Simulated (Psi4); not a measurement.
# One shape, several levels: CH5In (InH2Me)

Wanted: a comparison of 5 runs (M11-D3(0)/STO-3G, TPSSh/STO-3G, HSE03-D4/DZVP, PBE0/def2-SVP, PBE/def2-SVPD) of CH5In (InH2Me). 

Program for the calculation: Psi4 1.11.

6 further runs of the same task are left out: 1 that didn't finish, 5 set aside as unsound or not needed.

## (1) Starting point

The species is CH5In (7 atoms), meant as a singlet with charge 0. As SMILES, `[H][In]([H])[CH3]`. The shape comes from GFN2-xTB, which is rough for such elements, and wasn't checked as a minimum.

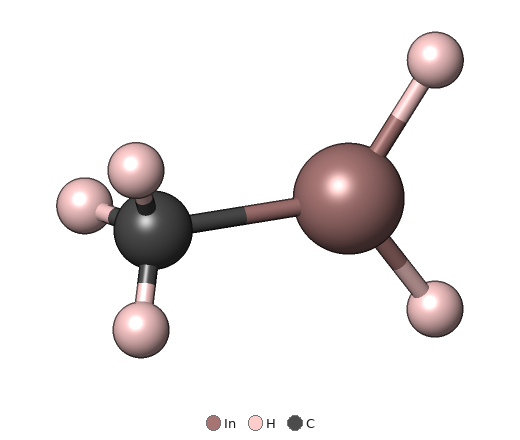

Viewed from a chosen angle; indium brown, hydrogen pink, carbon dark grey.

## (2) A single-point energy at M11-D3(0)/STO-3G (IEF-PCM dimethylsulfoxide) (run 1)

The input, job.dat:

```
memory 1600 MB

molecule {
  0 1
  In
  H 1 r2
  H 1 r3 2 a3
  C 1 r4 3 a4 2 d4
  H 4 r5 1 a5 3 d5
  H 4 r6 5 a6 1 d6
  H 4 r7 5 a7 6 d7

  r2 = 1.737714
  r3 = 1.737706
  a3 = 111.33916
  r4 = 2.214171
  a4 = 124.3829
  d4 = -179.77346
  r5 = 1.090068
  a5 = 109.83756
  d5 = 94.52655
  r6 = 1.090465
  a6 = 109.01343
  d6 = 120.22235
  r7 = 1.090387
  a7 = 108.89602
  d7 = 119.75105
  symmetry c1
}

set scf_type pk
set damping_percentage 10
set diis false
set puream true
set maxiter 60
set pcm true

pcm = {
  Units = Angstrom
  Medium {
    SolverType = IEFPCM
    Solvent = DMSO
  }
  Cavity {
    Type = GePol
    RadiiSet = UFF
    Scaling = False
    Area = 0.4
    Mode = Implicit
  }
}

e_tot, wfn = energy('m11-d3zero/STO-3G', return_wfn=True)
```

Run with:

```console
psi4 -n 1 job.dat job.out
```

job.out:

```text
[...]
  Running in c1 symmetry.
[...]
  Nuclear repulsion =  140.536530423214799
[...]
  Multiplicity = 1
[...]
  Nalpha       = 30
  Nbeta        = 30
[...]
    Number of basis functions: 37
[...]
   @RKS iter   1: -5723.60981283245110   -3.27753e+00   1.42550e-02 ADIIS
[...]
   @RKS iter  19: -5723.88956063656406   -8.15290e-07   5.00914e-08 DAMP=10%
[...]
  @RKS Final Energy: -5723.88956063656406
   => Energetics <=
    Nuclear Repulsion Energy =            140.5365304232147992
    One-Electron Energy =               -8203.3190071919634647
    Two-Electron Energy =                2427.3698993827656523
    DFT Exchange-Correlation Energy =     -88.4688163221228052
    Empirical Dispersion Energy =          -0.0003541200629531
    VV10 Nonlocal Energy =                  0.0000000000000000
    PCM Polarization Energy =              -0.0078128083952326
    Total Energy =                      -5723.8895606365640560
[...]
 Multipole Moments:
 ------------------------------------------------------------------------------------
     Multipole            Electronic (a.u.)      Nuclear  (a.u.)        Total (a.u.)
 ------------------------------------------------------------------------------------
 L = 1.  Multiply by 2.5417464519 to convert [e a0] to [Debye]
 Dipole X            :         -0.0415611            0.0409928           -0.0005683
 Dipole Y            :          6.7434598           -6.7744372           -0.0309774
 Dipole Z            :          4.5912014           -4.6114515           -0.0202501
 Magnitude           :                                                    0.0370133
[...]
```

Wall time 8.4 s (1 thread of Intel Xeon 6975P-C (Granite Rapids), shared host); peak memory 0.5 GiB.

## (3) Energy and gradient at TPSSh/STO-3G (run 2)

The input, input.json:

```json
{
 "schema_name": "qcschema_input",
 "schema_version": 1,
 "molecule": {
  "schema_name": "qcschema_molecule",
  "schema_version": 2,
  "symbols": ["In", "H", "H", "C", "H", "H", "H"],
  "geometry": [1.07447938, 1.87341779, -0.00024566, 4.34799525, 2.12609307, 0.05986652, -0.35101663, 4.83061241, -0.07916063, -1.00954839, -1.75481858, 0.00744552, -1.18026625, -2.46699966, -1.91790194, -2.89545727, -1.47100061, 0.7879591, 0.013795, -3.13730441, 1.14203709],
  "molecular_charge": 0,
  "molecular_multiplicity": 1,
  "fix_symmetry": "c1",
  "fix_com": true,
  "fix_orientation": true
 },
 "driver": "gradient",
 "model": {
  "method": "tpssh",
  "basis": "STO-3G"
 },
 "keywords": {
  "reference": "rks",
  "puream": true,
  "e_convergence": 1e-09,
  "d_convergence": 1e-08,
  "scf_type": "pk",
  "dft_radial_points": 99,
  "dft_spherical_points": 590,
  "scf_properties": ["MULLIKEN_CHARGES", "DIPOLE", "MAYER_INDICES"]
 }
}
```

Run with:

```console
psi4 --qcschema input.json -n 1 --memory 1600MB
```

stdout:

```text
[...]
  Running in c1 symmetry.
[...]
  Nuclear repulsion =  140.536543472670530
[...]
  Multiplicity = 1
[...]
  Nalpha       = 30
  Nbeta        = 30
[...]
    Number of basis functions: 37
[...]
   @RKS iter   1: -5725.08246045373016   -2.65669e+00   1.34269e-02 ADIIS/DIIS
[...]
   @RKS iter   9: -5725.32773817607176    0.00000e+00   6.65320e-09 DIIS
[...]
  @RKS Final Energy: -5725.32773817607176
   => Energetics <=
    Nuclear Repulsion Energy =            140.5365434726705303
    One-Electron Energy =               -8202.9499289088944352
    Two-Electron Energy =                2484.7108465222549967
    DFT Exchange-Correlation Energy =    -147.6251992621035640
    Empirical Dispersion Energy =           0.0000000000000000
    VV10 Nonlocal Energy =                  0.0000000000000000
    Total Energy =                      -5725.3277381760726712
[...]
  -Total Gradient:
     Atom            X                  Y                   Z
    ------   -----------------  -----------------  -----------------
       1       -0.007230685282    -0.012131360918     0.001398385233
       2        0.038554121736     0.007234509535     0.000547543699
       3       -0.013120558312     0.037016392020    -0.000985283467
       4       -0.027067274961    -0.048521064410    -0.002394201410
       5        0.002047233875     0.004798148145     0.005503116907
       6        0.006150698302     0.004325327643    -0.001631804300
       7        0.000675090068     0.007295259468    -0.002434724197
[...]
```

The result, in JSON:

```text
{
 "driver": "gradient",
 "model": {
  "method": "tpssh",
  "basis": "STO-3G"
 },
 "success": true,
 "return_result": [-0.007230685282224019, -0.012131360917854932, 0.0013983852329150807, 0.03855412173569171, 0.007234509534779537, 0.0005475436989774124, -0.013120558312283509, 0.0370163920195698, -0.000985283466620239, -0.027067274960870573, -0.048521064409713294, -0.002394201410451391, 0.0020472338747504065, 0.004798148144823988, 0.005503116906947075, 0.0061506983024250395, 0.004325327643276547, -0.0016318043001436744, 0.0006750900678285099, 0.0072952594679587535, -0.0024347241968531996],
 "properties": {
  "calcinfo_nbasis": 37,
  "calcinfo_nmo": 37,
  "calcinfo_nalpha": 30,
  "calcinfo_nbeta": 30,
  "calcinfo_natom": 7,
  "nuclear_repulsion_energy": 140.53654347267053,
  "return_energy": -5725.327738176072,
  "return_gradient": [-0.007230685282224019, -0.012131360917854932, 0.0013983852329150807, 0.03855412173569171, 0.007234509534779537, 0.0005475436989774124, -0.013120558312283509, 0.0370163920195698, -0.000985283466620239, -0.027067274960870573, -0.048521064409713294, -0.002394201410451391, 0.0020472338747504065, 0.004798148144823988, 0.005503116906947075, 0.0061506983024250395, 0.004325327643276547, -0.0016318043001436744, 0.0006750900678285099, 0.0072952594679587535, -0.0024347241968531996],
  "scf_one_electron_energy": -8202.949928908894,
  "scf_two_electron_energy": 2484.710846522255,
  "scf_xc_energy": -147.62519926210356,
  "scf_dipole_moment": [-0.03469699076310917, -0.06109717720076446, 0.0008285799084684076],
  "scf_total_energy": -5725.327738176072,
  "scf_total_gradient": [-0.007230685282224019, -0.012131360917854932, 0.0013983852329150807, 0.03855412173569171, 0.007234509534779537, 0.0005475436989774124, -0.013120558312283509, 0.0370163920195698, -0.000985283466620239, -0.027067274960870573, -0.048521064409713294, -0.002394201410451391, 0.0020472338747504065, 0.004798148144823988, 0.005503116906947075, 0.0061506983024250395, 0.004325327643276547, -0.0016318043001436744, 0.0006750900678285099, 0.0072952594679587535, -0.0024347241968531996],
  "scf_iterations": 9
 }
}
```

Run time: 11 s. Hardware: 1 thread of Intel Xeon 6975P-C (Granite Rapids), shared host; peak memory 0.92 GiB.

Runs 3 to 4 aren't shown in full; the table further down has their settings and results.

## (4) Energy and gradient at PBE/def2-SVPD (core potential) (run 5)

The input, job.in:

```
memory 1.6 GB

molecule system {
  In     0.568590     0.991370    -0.000130
  H      2.300860     1.125080     0.031680
  H     -0.185750     2.556250    -0.041890
  C     -0.534230    -0.928610     0.003940
  H     -0.624570    -1.305480    -1.014910
  H     -1.532210    -0.778420     0.416970
  H      0.007300    -1.660190     0.604340
  symmetry c1
}

set {
  puream true
  e_convergence 1e-09
  d_convergence 1e-08
  scf_type pk
  dft_radial_points 99
  dft_spherical_points 590
}

E, wfn = gradient("pbe/def2-SVPD", return_wfn=True)
oeprop(wfn, "MAYER_INDICES", "DIPOLE", "WIBERG_LOWDIN_INDICES")
```

Run with:

```console
psi4 job.in job.out -n 1
```

job.out:

```text
[...]
    !!!  WARNING: ECP capability is in beta. Please check occupations closely.  !!!
[...]
  Running in c1 symmetry.
[...]
  Nuclear repulsion =   67.333474709925611
[...]
  Multiplicity = 1
[...]
  Nalpha       = 16
  Nbeta        = 16
[...]
    Number of basis functions: 92
[...]
   @RKS iter   1:  -230.64520371295833   -5.97528e-01   9.84069e-03 DIIS/ADIIS
[...]
   @RKS iter  11:  -231.10634879452087   -3.41061e-12   5.22234e-09 DIIS
[...]
  @RKS Final Energy:  -231.10634879452087
   => Energetics <=
    Nuclear Repulsion Energy =             67.3334747099256106
    One-Electron Energy =                -522.7317615601754142
    Two-Electron Energy =                 248.1401338616586827
    DFT Exchange-Correlation Energy =     -23.8481958059297448
    Empirical Dispersion Energy =           0.0000000000000000
    VV10 Nonlocal Energy =                  0.0000000000000000
    Total Energy =                       -231.1063487945208692
[...]
  -Total Gradient:
     Atom            X                  Y                   Z
    ------   -----------------  -----------------  -----------------
       1        0.002570910959     0.004668861645     0.000623273814
       2       -0.004001496345     0.003199032404    -0.000165701381
       3        0.004765550293    -0.001830699168     0.000091927346
       4       -0.008299447975    -0.015976907793    -0.002660638266
       5        0.000635109899     0.003625704019     0.010645330273
       6        0.009277851599    -0.000926025851    -0.003383011327
       7       -0.004947337700     0.007241828047    -0.005151151083
[...]
```

Run time: 16 s. Hardware: 1 thread of Intel Xeon 6975P-C (Granite Rapids), shared host; peak memory 0.84 GiB.

## (5) The series

| run | level | task | radii | energy (Eh) | dipole moment (D) | HOMO energy (eV) | LUMO energy (eV) | wall time |
| --- | --- | --- | --- | --- | --- | --- | --- | --- |
| 1 | M11-D3(0)/STO-3G (IEF-PCM dimethylsulfoxide) | energy | UFF | -5723.889561 | 0.09 | -7.05 | 5.01 | 8.4 s |
| 2 | TPSSh/STO-3G | gradient | – | -5725.327738 | 0.18 | -3.58 | 1.61 | 11 s |
| 3 | HSE03-D4/DZVP | energy | – | -5783.148689 | 0.79 | -7.57 | -2.24 | 8.7 s |
| 4 | PBE0/def2-SVP (core potential) | energy | – | -231.115813 | 0.92 | -7.60 | -1.53 | 7.5 s |
| 5 | PBE/def2-SVPD (core potential) | gradient | – | -231.106349 | 0.95 | -6.55 | -2.34 | 16 s |

## (6) Summary of results

| quantity | value |
| --- | --- |
| run 5: total energy | -231.10635 Eh |
| run 5: dipole moment | 0.95 D |
| run 5: HOMO energy | -6.55 eV |
| run 5: LUMO energy | -2.34 eV |
| run 5: HOMO–LUMO gap | 4.21 eV |
| run 5: largest force on an atom | 0.936 eV/Å |

What this shows: The dipole moment (its size) runs from 0.09 D (M11-D3(0)/STO-3G) to 0.95 D (PBE/def2-SVPD). The two ends differ in method and basis and solvent and core potential. The HOMO–LUMO gap runs from 4.21 eV (PBE/def2-SVPD) to 12.05 eV (M11-D3(0)/STO-3G). Totals of different functionals can't be ranked against each other. Some runs of one species differ in core potentials or relativity; totals across that change don't compare. In runs 1, 2 the basis is minimal, so the values are rough. In runs 1, 2, 3 relativity is left out where basis or elements ask for it. All runs together took 52 s, the longest 16 s.
